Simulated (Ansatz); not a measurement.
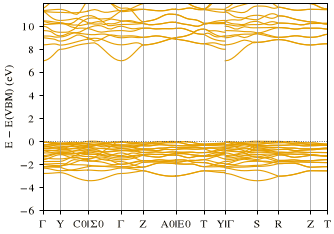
Fig. 1. Band structure from DFT-PBEsol in the program Ansatz with PAW potentials

**Question.** Read off the gap and where the band edges lie.

**Answer.** About 7.0 eV (6.98 eV by a search for the band edges); maximum on the Σ0–Γ line, 15 % of the way from Σ0, minimum at Γ.

The material is BaMgF4 in space group Cmc2_1 (No. 36; Pearson symbol oS24).

The first step of the workflow began from a Materials Project structure, measured or hypothetical; the Crystallography Open Database files this formula in space group No. 36, but the cells were not matched. Whether it is the stable phase at ambient conditions was not checked. The PBEsol relaxation kept the symmetry of its start; its stability against distortions is not shown here. Spin–orbit coupling is left out wherever it is not named.

Potentials: the earlier of the program's two PAW sets. The files were generated under PBE; for other functionals the program regenerates the frozen cores, and for LDA and PBEsol the local potential too.
